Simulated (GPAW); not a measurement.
# Screening of a field by NbSi2N4 monolayer, part 2 of 2

Aim: the dipole that a field along the normal induces in NbSi2N4 monolayer.

GPAW 26.7.0; GPAW, PAW setups; layer in a repeated cell with vacuum, relaxation of atoms and in-plane cell (the session's first sound run).

So far, upper work function (eV): step 3 (the slab's potential) 5.50.

**5. Field on**

Level of this step: GPAW, PAW setups; slab in vacuum (GPAW).

run.py reads:

```python
import json
import numpy as np
from ase import Atoms
from gpaw import GPAW, PW
from gpaw.external import ConstantElectricField

slab = Atoms(
    ['N', 'Si', 'N', 'Nb', 'N', 'Si', 'N'],
    positions=[
        [-0.00000, 0.00000, 7.00000],
        [0.00000, 1.69537, 7.51911],
        [0.00000, 1.69537, 9.27857],
        [-0.00000, -0.00000, 10.54175],
        [0.00000, 1.69537, 11.80491],
        [0.00000, 1.69537, 13.56437],
        [-0.00000, 0.00000, 14.08348]],
    cell=[[2.93648, 0.0, 0.0], [-1.46824, 2.54306, 0.0], [0.0, 0.0, 21.0835]],
    pbc=[True, True, False],
    magmoms=[0.0, 0.0, 0.0, 1.0, 0.0, 0.0, 0.0])

slab.calc = GPAW(mode=PW(500), xc='PBE', kpts={'size': (12, 12, 1), 'gamma': True},
                 occupations={'name': 'fermi-dirac', 'width': 0.05}, nbands='200%',
                 convergence={'density': 1e-05}, maxiter=200,
                 poissonsolver={'dipolelayer': 'xy'},
                 external=ConstantElectricField(-0.1, [0, 0, 1]),
                 symmetry={'tolerance': 1e-3}, txt='slab.txt')
result = {}
energy = slab.get_potential_energy()
fermi = slab.calc.get_fermi_level()
v = slab.calc.get_electrostatic_potential().mean((0, 1)) - fermi
n = slab.calc.get_pseudo_density().mean((0, 1))
L = slab.cell[2, 2]
z = np.arange(len(v)) * L / len(v)
low, high = slab.positions[:, 2].min(), slab.positions[:, 2].max()
below, above = np.interp([low - 4.8, high + 4.8], z, v)
slopes = [np.interp(x, z, np.gradient(v, z)) for x in (low - 4.8, high + 4.8)]
eps = np.array([[slab.calc.get_eigenvalues(k, s) for k in range(len(slab.calc.get_ibz_k_points()))]
                for s in range(slab.calc.get_number_of_spins())]) - fermi
top, bottom = eps[eps < 0].max(), eps[eps > 0].min()
dipole = slab.get_dipole_moment()[2]
print(f'energy {energy:.4f} eV, Fermi level {fermi:.4f} eV, dipole {dipole:.5f} e A')
print(f'potential 4.8 A off the faces, from the Fermi level: lower {below:.4f} eV, upper {above:.4f} eV')
print(f'slope of the potential there: lower {slopes[0]:.5f}, upper {slopes[1]:.5f} eV/A')
print(f'nearest levels on the mesh: {top:.4f} and {bottom:.4f} eV')
print('magnetic moment', round(slab.get_magnetic_moment(), 3))
result.update(energy=energy, fermi=fermi, dipole=dipole, below=below, above=above, slopes=slopes, edges=[top, bottom],
              z=z.tolist(), v=v.tolist(), n=n.tolist(), positions=slab.positions.tolist(),
              forces=slab.get_forces(apply_constraint=False).tolist(), moments=slab.get_magnetic_moments().tolist())
json.dump(result, open('result.json', 'w'))
```

Launch:

```sh
> OMP_NUM_THREADS=1 OPENBLAS_NUM_THREADS=1 python run.py
```

The program printed:

```text
energy -58.7964 eV, Fermi level 1.3829 eV, dipole -0.03314 e A
potential 4.8 A off the faces, from the Fermi level: lower 5.0981 eV, upper 5.9011 eV
slope of the potential there: lower -0.00098, upper 0.00099 eV/A
nearest levels on the mesh: -0.0261 and 0.0583 eV
magnetic moment 0.863
```

It took 5.2 min on 1 thread of Intel Xeon Platinum 8375C at 2.90GHz (Ice Lake), shared host; peak memory 0.73 GiB.

This step gave:

| Quantity | Value |
| --- | --- |
| dipole along the normal | -0.03314 e·Å |
| levels nearest the Fermi level on the mesh | -0.02611, 0.05831 eV from the Fermi level |
| site moments | 0.004143, 0.009189, 0.002647, 0.5427, 0.002309, 0.009168, 0.003907 μB |
| sum of the site moments | 0.5741 μB |
| potential below the slab, the applied field's own ramp left out | 5.098 eV from the Fermi level |
| potential above the slab, the applied field's own ramp left out | 5.901 eV from the Fermi level |

The electrostatic potential energy of an electron (without an applied field's), less the Fermi level, planar mean oscillates, so the rows of the table below give means over windows of 1.04 Å about each position, cut where the curve ends. Its maxima inside the range that stand out by 2 % of the span (Å: eV): 8.7: 0.0548, 9.7: -7.84, 11.4: -7.68, 12.4: 0.405. Its minima: 7.2: -23.1, 9.3: -12.6, 10.5: -27.2, 11.8: -12.4, 13.9: -22.5.

Table of electrostatic potential energy of an electron (without an applied field's), less the Fermi level, planar mean by z; means over each step:

```
z (Å)  electrostatic potential energy of an electron (without an applied field's), less the Fermi level, planar mean (eV)
 0.52                                                                                                                5.17
 1.56                                                                                                                5.10
 2.60                                                                                                                5.10
 3.64                                                                                                                5.10
 4.68                                                                                                                5.07
 5.72                                                                                                                4.21
 6.76                                                                                                               -11.6
 7.80                                                                                                               -13.8
 8.84                                                                                                               -4.29
 9.88                                                                                                               -13.5
10.92                                                                                                               -18.0
11.96                                                                                                               -6.50
13.00                                                                                                               -7.73
14.04                                                                                                               -16.8
15.08                                                                                                                3.58
16.12                                                                                                                5.82
17.16                                                                                                                5.90
18.20                                                                                                                5.90
19.24                                                                                                                5.90
20.28                                                                                                                5.89
```

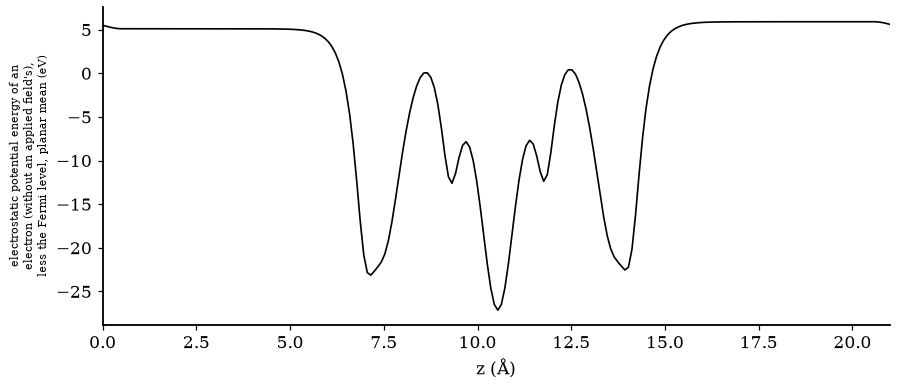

Electrostatic potential energy of an electron (without an applied field's), less the Fermi level, planar mean against z.

Force by atom:

| atom | x (eV/Å) | y (eV/Å) | z (eV/Å) | size |
| --- | --- | --- | --- | --- |
| N1 | 0.000 | 0.000 | -0.149 | 0.149 |
| Si2 | 0.000 | 0.000 | -0.032 | 0.032 |
| N3 | -0.001 | 0.000 | 0.082 | 0.082 |
| Nb4 | 0.000 | 0.000 | -0.031 | 0.031 |
| N5 | -0.001 | 0.000 | 0.002 | 0.002 |
| Si6 | 0.000 | 0.000 | -0.091 | 0.091 |
| N7 | 0.000 | 0.000 | 0.222 | 0.222 |

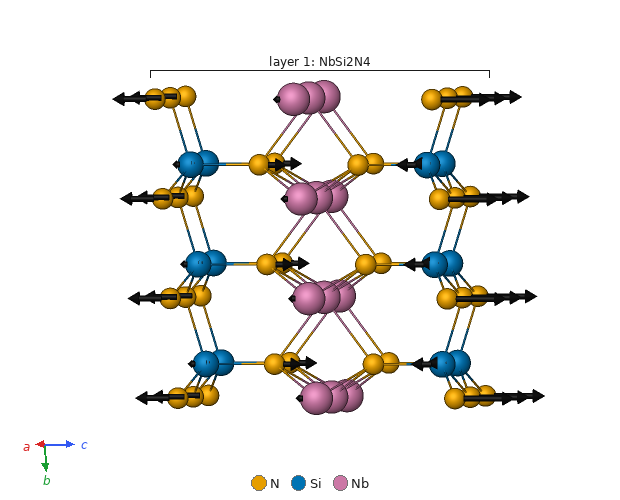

Force as arrows, the longest 0.222 eV/Å. Bonds to atoms that aren't drawn are left out. 2×3×1 cells are drawn. Some periodic images of atoms are drawn too.

The dipole is now -0.0331 e Å, against -2.9e-4 in the run without a field.

**6. Field on**

Changes to run.py since step 5:

```diff
@@ -24,3 +24,3 @@
                  poissonsolver={'dipolelayer': 'xy'},
-                 external=ConstantElectricField(-0.1, [0, 0, 1]),
+                 external=ConstantElectricField(-0.05, [0, 0, 1]),
                  symmetry={'tolerance': 1e-3}, txt='slab.txt')
```

The program printed:

```text
energy -58.7952 eV, Fermi level 1.3831 eV, dipole -0.01657 e A
potential 4.8 A off the faces, from the Fermi level: lower 5.2986 eV, upper 5.7000 eV
slope of the potential there: lower -0.00098, upper 0.00098 eV/A
nearest levels on the mesh: -0.0263 and 0.0584 eV
magnetic moment 0.863
```

The job ended after 5 min (1 thread; peak memory 0.73 GiB).

**7. Field on**

Changes to run.py since step 6:

```diff
@@ -24,3 +24,3 @@
                  poissonsolver={'dipolelayer': 'xy'},
-                 external=ConstantElectricField(-0.05, [0, 0, 1]),
+                 external=ConstantElectricField(0.05, [0, 0, 1]),
                  symmetry={'tolerance': 1e-3}, txt='slab.txt')
```

The program printed:

```text
energy -58.7952 eV, Fermi level 1.3831 eV, dipole 0.01657 e A
potential 4.8 A off the faces, from the Fermi level: lower 5.7001 eV, upper 5.2985 eV
slope of the potential there: lower -0.00099, upper 0.00098 eV/A
nearest levels on the mesh: -0.0263 and 0.0584 eV
magnetic moment 0.863
```

Wall time 5.1 min (1 thread); peak memory 0.73 GiB.

The electrostatic potential energy of an electron (without an applied field's), less the Fermi level, planar mean oscillates, so the rows of the table below give means over windows of 1.04 Å about each position, cut where the curve ends. Its maxima inside the range that stand out by 2 % of the span (Å: eV): 8.7: 0.317, 9.7: -7.72, 11.4: -7.80, 12.4: 0.142. Its minima: 7.2: -22.7, 9.3: -12.4, 10.5: -27.2, 11.8: -12.5, 13.9: -23.0.

Table of electrostatic potential energy of an electron (without an applied field's), less the Fermi level, planar mean by z; means over each step:

```csv
z (Å),"electrostatic potential energy of an electron (without an applied field's), less the Fermi level, planar mean (eV)"
0.52,5.66
1.56,5.70
2.60,5.70
3.64,5.70
4.68,5.66
5.72,4.79
6.76,-11.1
7.80,-13.5
8.84,-4.05
9.88,-13.5
10.92,-18.0
11.96,-6.70
13.00,-8.06
14.04,-17.3
15.08,3.02
16.12,5.22
17.16,5.29
18.20,5.30
19.24,5.30
20.28,5.30
```

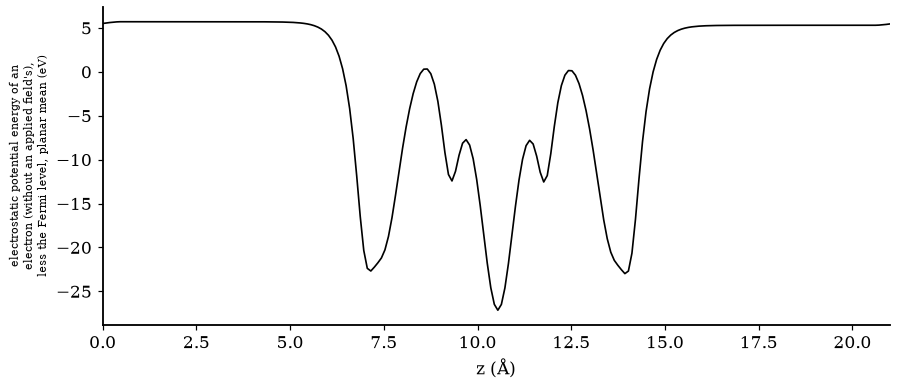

Electrostatic potential energy of an electron (without an applied field's), less the Fermi level, planar mean against z.

**8. In a field**

Changes to run.py since step 7:

```diff
@@ -24,3 +24,3 @@
                  poissonsolver={'dipolelayer': 'xy'},
-                 external=ConstantElectricField(0.05, [0, 0, 1]),
+                 external=ConstantElectricField(0.1, [0, 0, 1]),
                  symmetry={'tolerance': 1e-3}, txt='slab.txt')
```

The program printed:

```text
energy -58.7964 eV, Fermi level 1.3829 eV, dipole 0.03314 e A
potential 4.8 A off the faces, from the Fermi level: lower 5.9011 eV, upper 5.0981 eV
slope of the potential there: lower -0.00099, upper 0.00098 eV/A
nearest levels on the mesh: -0.0261 and 0.0583 eV
magnetic moment 0.863
```

It took 5 min on 1 thread; peak memory 0.74 GiB.

The dipole is now 0.0331 e Å, against -2.9e-4 in the run without a field.

**9. Field on**

Changes to run.py since step 8:

```diff
@@ -24,3 +24,3 @@
                  poissonsolver={'dipolelayer': 'xy'},
-                 external=ConstantElectricField(0.1, [0, 0, 1]),
+                 external=ConstantElectricField(0.2, [0, 0, 1]),
                  symmetry={'tolerance': 1e-3}, txt='slab.txt')
```

The program printed:

```text
energy -58.8014 eV, Fermi level 1.3822 eV, dipole 0.06626 e A
potential 4.8 A off the faces, from the Fermi level: lower 6.3037 eV, upper 4.6983 eV
slope of the potential there: lower -0.00100, upper 0.00097 eV/A
nearest levels on the mesh: -0.0259 and 0.0583 eV
magnetic moment 0.863
```

The job ended after 4.8 min (1 thread; peak memory 0.73 GiB).

The dipole is now 0.0663 e Å, against -2.9e-4 in the run without a field.

**10. In a field**

Changes to run.py since step 9:

```diff
@@ -24,3 +24,3 @@
                  poissonsolver={'dipolelayer': 'xy'},
-                 external=ConstantElectricField(0.2, [0, 0, 1]),
+                 external=ConstantElectricField(0.3, [0, 0, 1]),
                  symmetry={'tolerance': 1e-3}, txt='slab.txt')
```

The program printed:

```text
energy -58.8097 eV, Fermi level 1.3818 eV, dipole 0.09941 e A
potential 4.8 A off the faces, from the Fermi level: lower 6.7066 eV, upper 4.2979 eV
slope of the potential there: lower -0.00101, upper 0.00097 eV/A
nearest levels on the mesh: -0.0259 and 0.0583 eV
magnetic moment 0.863
```

It took 5.2 min on 1 thread; peak memory 0.73 GiB.

The dipole is now 0.0994 e Å, against -2.9e-4 in the run without a field.

**11. The series**

The members are put on one axis.

This step: induced dipole against applied field (GPAW 26.7.0).

The dipole along the normal by field:

```csv
field (V/Å),dipole along the normal (e·Å)
-0.200,-0.0663
-0.100,-0.0331
-0.050,-0.0166
0.000,-2.9e-4
0.050,0.0166
0.100,0.0331
0.200,0.0663
0.300,0.0994
```

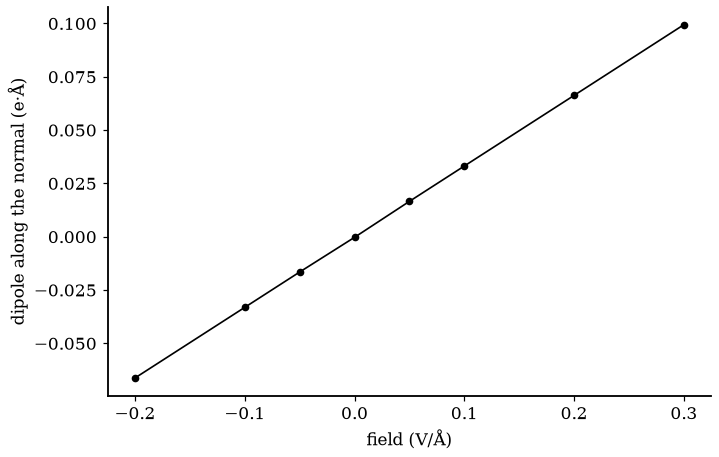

Dipole along the normal against field.

**12. Summary of results**

```
work function, upper and lower face            : 5.503 and 5.496 eV
dipole along the normal                        : -2.9e-4 e Å
induced dipole per field                       : 0.331 e Å per V/Å
out-of-plane polarisability per area, α/(ε0 A) : 8.03 Å
```

What this shows: The field induces 0.331 e Å per V/Å, a polarisable thickness α/(ε0 A) of 8.03 Å beside 7.08 Å between the outermost nuclei. A perfect conductor would give the distance between its two image planes; a dielectric of thickness t gives t(1 - 1/ε). The induced dipole is linear in the field over this range. The small printed dipole stands for a step of 7.1 meV from the lower to the upper face, and the probes find 6.9 meV; values this small are near the numerical noise of both. One magnetic start was tried; another order may lie lower. The layer's cell and atoms come from the relaxation; spin-orbit coupling and temperature are left out.

[Logs are printed without paths, hosts, clocks, repeated set-up lines and the standing remarks that a program may print on its own settings, such as how far it seeks lower states.]

[Hosts, paths, dates, database ids (printed as entryN), source tags and the programs' standing remarks are cut or masked in the printed files.]
